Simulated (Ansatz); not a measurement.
C4H13NSi: geometry relaxation (part 1 of 2)

C4H13NSi, computed with RHF/cc-pVDZ (Ansatz 0.2.0).

The input holds or restrains some coordinates. It belongs to a series of runs on one base structure; here: pulled along the bonds that form and break, towards end A.

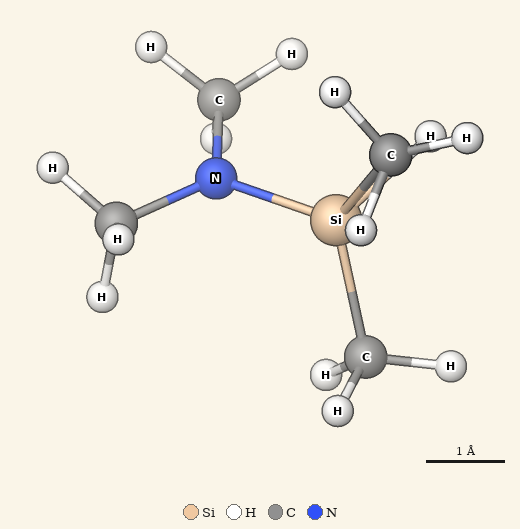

Figure 1. The structure as given in the input (ball-and-stick view, seen at a tilt). Bond lengths as drawn: C–H 1.11 Å, C–N 1.47 Å, C–Si 1.87 to 2.07 Å, H–Si 1.66 Å and N–Si 1.82 Å.

Input file:
```yaml
crystal:
  periodic: [false, false, false]
  atoms:
    - { symbol: Si, position_ang: [0.0, 0.0, 0.0] }
    - { symbol: H, position_ang: [0.7956, 0.0, 1.4569] }
    - { symbol: C, position_ang: [2.003, 0.0, 0.5226] }
    - { symbol: H, position_ang: [2.3507, -1.0463, 0.3944] }
    - { symbol: H, position_ang: [2.0515, 0.5276, -0.4528] }
    - { symbol: H, position_ang: [2.655, 0.5187, 1.2561] }
    - { symbol: C, position_ang: [-0.8808, 1.5259, -0.6227] }
    - { symbol: H, position_ang: [-1.9334, 1.2723, -0.8671] }
    - { symbol: H, position_ang: [-0.8624, 2.3106, 0.1622] }
    - { symbol: H, position_ang: [-0.3704, 1.9025, -1.5336] }
    - { symbol: "N", position_ang: [-0.8572, -1.4851, -0.6061] }
    - { symbol: C, position_ang: [-1.5991, -2.3398, 0.332] }
    - { symbol: H, position_ang: [-1.2218, -2.1735, 1.3626] }
    - { symbol: H, position_ang: [-2.6791, -2.0872, 0.2887] }
    - { symbol: H, position_ang: [-1.4574, -3.4051, 0.0541] }
    - { symbol: C, position_ang: [-0.8082, -1.8308, -2.034] }
    - { symbol: H, position_ang: [-1.6103, -1.2865, -2.5747] }
    - { symbol: H, position_ang: [0.1794, -1.5432, -2.4511] }
    - { symbol: H, position_ang: [-0.9565, -2.9241, -2.1559] }
basis:
  gaussian: { orbitals: cc-pVDZ }
hamiltonian:
  xc: hf
relax:
  f_tol: 0.15
  max_steps: 25
  restrain:
    - { distance: [1, 2], at: 2.31, k: 30.0 }
    - { distance: [0, 1], at: 1.46, k: 30.0 }
    - { distance: [0, 2], at: 1.87, k: 30.0 }
output:
  orbitals: {}
```

Hardware: 4 threads of Arm Neoverse V2, 24 GiB of memory available, shared host.

Launched with:
```bash
ansatz run input.yaml --threads 4 --pin off --max-ram 5120MiB --backend cpu --events-out ev --progress --plain --runs-dir out
```

Log:
```
The last accepted step is kept in [file] (removed where the run ends without a failure and the disk answers)
Engine: ansatz 0.2.0, aarch64-unknown-linux-gnu
Functional definition: HF
  exchange = exact_x
  correlation = 0
1653 factors; integrals over basis functions are off by at most 4.3e-4 eV
mean field evaluation 1: about -13661.9454 eV, gradient 3.6e1 eV
mean field evaluation 2: about -13662.1597 eV, gradient 3.6e1 eV
mean field evaluation 4: about -13666.3249 eV, gradient 4.9e0 eV
mean field evaluation 8: about -13666.4644 eV, gradient 8.6e-1 eV
mean field -13666.48109339 eV, -502.2339167084 hartree, gradient 1.3e-5 eV, S^2 0.000000; 0 other end points of the search recorded, 0 dependent functions left out
the calculation of the forces begins
reference -13666.48109339 eV, -502.2339167084 hartree; 29, 29 occupied and 124, 124 virtual orbitals, 1653 factors
relax step   1: F+E_penalty+E_count = -13666.48109339 eV  Δ(F+E_penalty+E_count) = +0.000e0 eV  max|allowed force component| = 4.918e0 eV/Å  E_restraint = 10.40421629 eV  max|allowed force component, restraints' pulls added| = 2.571e1 eV/Å  Δτ_max = 0.0000 Å  (39 SCF iters, accepted)
  distance H 1 - C 2 = 1.5267 Å
  distance Si 0 - H 1 = 1.6600 Å
  distance Si 0 - C 2 = 2.0701 Å
these checks for a lower state are left out or cut short: starts, cluster_reference, orbital_swaps, neighbouring_geometries, increment
1653 factors; integrals over basis functions are off by at most 4.6e-4 eV
mean field evaluation 16: about -13667.5202 eV, gradient 9.9e0 eV
mean field -13668.36509527 eV, -502.3031525007 hartree, gradient 2.5e-5 eV, S^2 0.000000; 0 other end points of the search recorded, 0 dependent functions left out
[... from here on the field's lines of each further geometry are left out, up to the last ...]
relax step   2: F+E_penalty+E_count = -13668.36509527 eV  Δ(F+E_penalty+E_count) = -1.884e0 eV  max|allowed force component| = 4.135e0 eV/Å  E_restraint = 4.01306047 eV  max|allowed force component, restraints' pulls added| = 1.649e1 eV/Å  Δτ_max = 0.1949 Å  (32 SCF iters, accepted)
relax step   3: F+E_penalty+E_count = -13669.69327713 eV  Δ(F+E_penalty+E_count) = -1.328e0 eV  max|allowed force component| = 3.040e0 eV/Å  E_restraint = 0.95203378 eV  max|allowed force component, restraints' pulls added| = 8.365e0 eV/Å  Δτ_max = 0.1949 Å  (32 SCF iters, accepted)
relax step   4: F+E_penalty+E_count = -13671.06803684 eV  Δ(F+E_penalty+E_count) = -1.375e0 eV  max|allowed force component| = 2.060e0 eV/Å  E_restraint = 0.07148441 eV  max|allowed force component, restraints' pulls added| = 2.925e0 eV/Å  Δτ_max = 0.1971 Å  (32 SCF iters, accepted)
relax step   5: F+E_penalty+E_count = -13671.93219356 eV  Δ(F+E_penalty+E_count) = -8.642e-1 eV  max|allowed force component| = 1.442e0 eV/Å  E_restraint = 0.03076835 eV  max|allowed force component, restraints' pulls added| = 6.671e-1 eV/Å  Δτ_max = 0.1949 Å  (31 SCF iters, accepted)
relax step   6: F+E_penalty+E_count = -13672.12188595 eV  Δ(F+E_penalty+E_count) = -1.897e-1 eV  max|allowed force component| = 1.545e0 eV/Å  E_restraint = 0.05203903 eV  max|allowed force component, restraints' pulls added| = 4.730e-1 eV/Å  Δτ_max = 0.1946 Å  (29 SCF iters, accepted)
relax step   7: F+E_penalty+E_count = -13672.17454492 eV  Δ(F+E_penalty+E_count) = -5.266e-2 eV  max|allowed force component| = 1.181e0 eV/Å  E_restraint = 0.04975770 eV  max|allowed force component, restraints' pulls added| = 2.051e-1 eV/Å  Δτ_max = 0.1999 Å  (29 SCF iters, accepted)
relax step   8: F+E_penalty+E_count = -13672.18955850 eV  Δ(F+E_penalty+E_count) = -1.501e-2 eV  max|allowed force component| = 1.128e0 eV/Å  E_restraint = 0.04297524 eV  max|allowed force component, restraints' pulls added| = 4.114e-1 eV/Å  Δτ_max = 0.2000 Å  (29 SCF iters, accepted)
relax step   9: F+E_penalty+E_count = -13672.20594125 eV  Δ(F+E_penalty+E_count) = -1.638e-2 eV  max|allowed force component| = 1.222e0 eV/Å  E_restraint = 0.04139083 eV  max|allowed force component, restraints' pulls added| = 2.274e-1 eV/Å  Δτ_max = 0.1999 Å  (30 SCF iters, accepted)
the calculation of the forces begins
reference -13672.21792352 eV, -502.4447413271 hartree; 29, 29 occupied and 124, 124 virtual orbitals, 1653 factors
relax step  10: F+E_penalty+E_count = -13672.21792352 eV  Δ(F+E_penalty+E_count) = -1.198e-2 eV  max|allowed force component| = 1.154e0 eV/Å  E_restraint = 0.04145711 eV  max|allowed force component, restraints' pulls added| = 1.014e-1 eV/Å  Δτ_max = 0.0769 Å  (31 SCF iters, accepted)
  distance H 1 - C 2 = 2.3615 Å
  distance Si 0 - H 1 = 1.4558 Å
  distance Si 0 - C 2 = 1.8606 Å
```

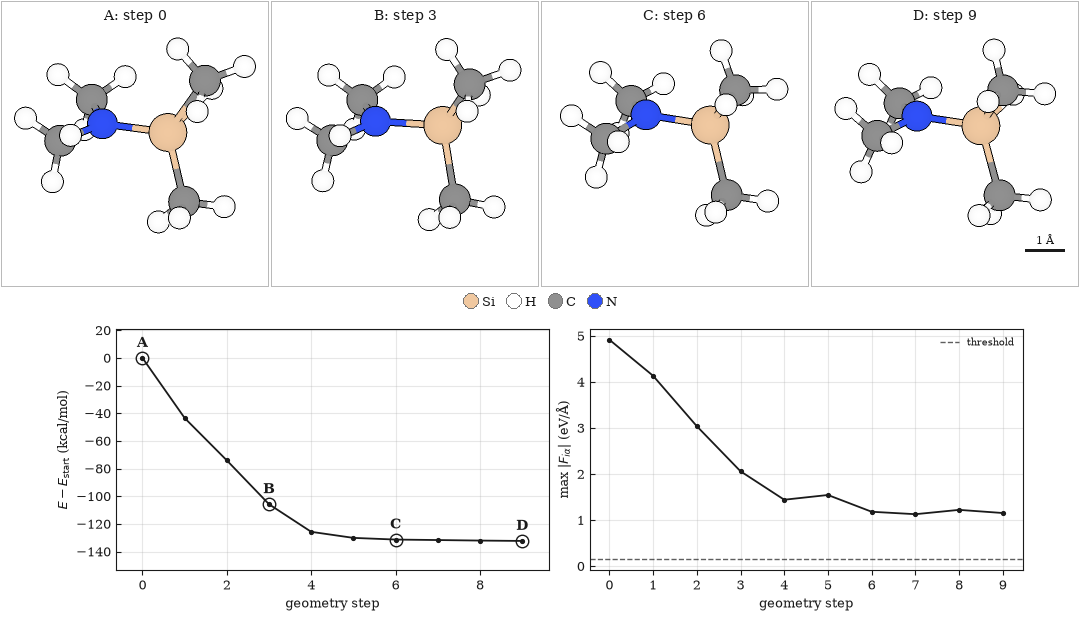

Figure 2. Frames of the restrained relaxation (ball-and-stick view, seen at a tilt) above the curves, on which the letters mark them (the first geometry is step 0 here and step 1 in the log).

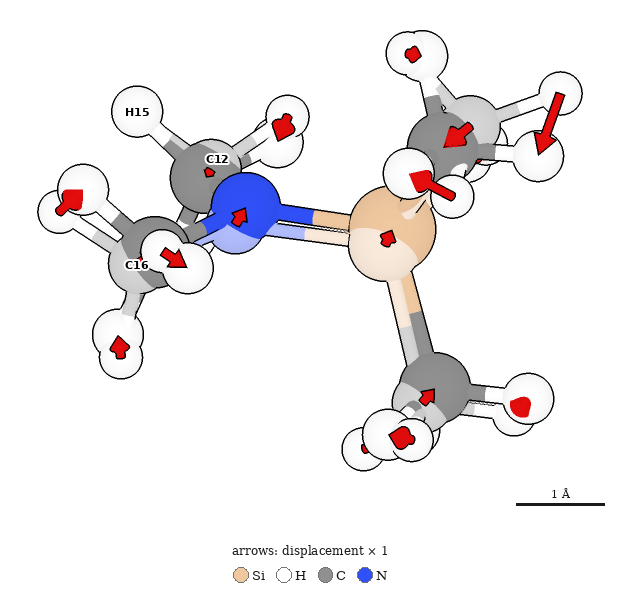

Figure 3. Start (faint) and end (solid) with the displacements as red arrows, at true length (ball-and-stick view, seen at a tilt). The two geometries are laid on each other by the best rigid fit. Over 9 geometry steps the energy falls by 132.3 kcal/mol. The largest force component goes from 4.9 to 1.2 eV/Å. The atom that moves furthest after the best rigid fit is H6 (0.77 Å). Largest moves by element: H 0.77 Å, C 0.44 Å, N 0.24 Å, Si 0.21 Å. Distances before and after: Si1–C3 2.070 → 1.861 Å, Si1–H2 1.660 → 1.456 Å, Si1–N11 1.819 → 1.746 Å, N11–C12 1.470 → 1.446 Å. Among the angles that change: H2–Si1–C3 46.7° → 90.0°, Si1–C3–H5 79.7° → 118.3°, Si1–C3–H6 137.3° → 107.6°. (Atoms are counted from 1 in the order of the input.)

```
1653 factors; integrals over basis functions are off by at most 6.4e-4 eV
mean field -13672.21792352 eV, -502.4447413271 hartree, gradient 2.8e-5 eV, S^2 0.000000; 1 other end points of the search recorded, 0 dependent functions left out
the calculation of the forces begins
reference -13672.21792352 eV, -502.4447413271 hartree; 29, 29 occupied and 124, 124 virtual orbitals, 1653 factors
Total energy: -13672.21792352 eV, -502.4447413271 hartree
Atom 0 at     0.049746    -0.075181     0.190547 Å, force     0.245740    -0.048919     0.180656 eV/Å
Atom 1 at     0.137515    -0.175690     1.640209 Å, force    -1.153782    -0.088051     0.927989 eV/Å
Atom 2 at     1.906141    -0.010404     0.084075 Å, force     0.865819     0.085696    -1.037751 eV/Å
Atom 3 at     2.295540    -0.918587     0.551922 Å, force     0.003783     0.005436     0.005980 eV/Å
Atom 4 at     2.367505     0.081067    -0.905237 Å, force     0.016252    -0.000014     0.011920 eV/Å
Atom 5 at     2.241994     0.842947     0.682638 Å, force    -0.020271    -0.009310    -0.005021 eV/Å
Atom 6 at    -0.786409     1.503607    -0.417830 Å, force     0.019389     0.025567    -0.017340 eV/Å
Atom 7 at    -1.860582     1.484130    -0.214455 Å, force    -0.000561     0.004894    -0.005833 eV/Å
Atom 8 at    -0.361857     2.388593     0.065040 Å, force     0.003738    -0.020285     0.002997 eV/Å
Atom 9 at    -0.650358     1.616525    -1.498095 Å, force    -0.030466     0.012460    -0.002128 eV/Å
Atom 10 at    -0.664908    -1.527587    -0.463651 Å, force     0.010754    -0.011938    -0.090956 eV/Å
Atom 11 at    -1.647622    -2.322264     0.239588 Å, force     0.018825     0.098531     0.101422 eV/Å
Atom 12 at    -1.606971    -2.112253     1.309023 Å, force    -0.024048    -0.026627    -0.004925 eV/Å
Atom 13 at    -2.673989    -2.127354    -0.102685 Å, force     0.022694    -0.000205    -0.012661 eV/Å
Atom 14 at    -1.454279    -3.392305     0.105724 Å, force     0.011751    -0.002332    -0.018393 eV/Å
Atom 15 at    -0.635610    -1.775344    -1.887777 Å, force     0.002420    -0.021650    -0.039696 eV/Å
Atom 16 at    -1.580520    -1.513027    -2.384645 Å, force     0.008255    -0.014398     0.012728 eV/Å
Atom 17 at     0.158782    -1.198382    -2.366593 Å, force     0.002828     0.001282    -0.006283 eV/Å
Atom 18 at    -0.435518    -2.832490    -2.096198 Å, force    -0.003119     0.009862    -0.002705 eV/Å
Dipole moment:    -0.118088    -0.005801    -0.164039 e Å
```

Trajectory as extended XYZ (Å, eV, eV/Å), 10 frames, from step=1 to step=10:
```
19
Properties=species:S:1:pos:R:3:forces:R:3 step=1 energy=-13666.48109
Si    0.0000    0.0000    0.0000   -0.8074  -2.1751   4.5938
H     0.7956    0.0000    1.4569   -4.2473  -0.0550  -0.0422
C     2.0030    0.0000    0.5226    1.9910  -0.2995  -4.9179
H     2.3507   -1.0463    0.3944   -0.0780   0.6887  -0.1017
H     2.0515    0.5276   -0.4528    2.2930  -0.1171   0.3602
H     2.6550    0.5187    1.2561   -1.5424  -0.0657   0.0205
C    -0.8808    1.5259   -0.6227    0.6356   1.0483  -0.4435
H    -1.9334    1.2723   -0.8671    0.7459   0.0177   0.2180
H    -0.8624    2.3106    0.1622   -0.0428  -0.3740  -0.6329
H    -0.3704    1.9025   -1.5336   -0.5428   0.1452   0.3587
N    -0.8572   -1.4851   -0.6061    2.0176   1.1236   0.8240
C    -1.5991   -2.3398    0.3320    0.1556   0.2176  -0.4863
H    -1.2218   -2.1735    1.3626   -0.3983  -0.2005  -0.7642
H    -2.6791   -2.0872    0.2887    0.3639  -0.3794   0.2129
H    -1.4574   -3.4051    0.0541   -0.1741   0.4633   0.2808
C    -0.8082   -1.8308   -2.0340   -0.2642   0.0766   0.7344
H    -1.6103   -1.2865   -2.5747    0.4073  -0.4480  -0.1103
H     0.1794   -1.5432   -2.4511   -0.6567  -0.2805   0.0323
H    -0.9565   -2.9241   -2.1559    0.1440   0.6138  -0.1366
19
Properties=species:S:1:pos:R:3:forces:R:3 step=2 energy=-13668.36509
Si    0.0455   -0.0150    0.0756    0.2599  -1.3036   2.9817
H     0.6147   -0.0009    1.5294   -4.1345  -0.2166   0.5919
C     2.0715   -0.0012    0.4101   -0.0500  -0.1865  -1.4555
H     2.3574   -1.0508    0.3837    0.3786   0.0583  -0.6140
H     2.0875    0.5401   -0.4839    2.7975   0.7087  -1.9874
H     2.6340    0.5146    1.2467   -1.7398  -0.3430  -0.7770
C    -0.8664    1.5218   -0.6193    0.4490   0.1625   0.1061
H    -1.9221    1.2714   -0.8636    0.7777  -0.0206   0.2243
H    -0.8626    2.3084    0.1558    0.0201  -0.1614  -0.4550
H    -0.3746    1.9046   -1.5311   -0.2620   0.0060   0.3125
N    -0.8331   -1.4732   -0.5932    1.4767   0.6335   0.9381
C    -1.5956   -2.3355    0.3261    0.2787   0.3554  -0.4258
H    -1.2261   -2.1759    1.3553   -0.3365  -0.2055  -0.5061
H    -2.6752   -2.0907    0.2903    0.3157  -0.2713   0.1088
H    -1.4588   -3.4003    0.0563   -0.0981   0.4090   0.2048
C    -0.8087   -1.8271   -2.0240   -0.0583   0.3822   0.7226
H    -1.6062   -1.2909   -2.5752    0.3103  -0.3420  -0.0035
H     0.1726   -1.5462   -2.4512   -0.5213  -0.2185  -0.0099
H    -0.9550   -2.9173   -2.1562    0.1363   0.5533   0.0430
```
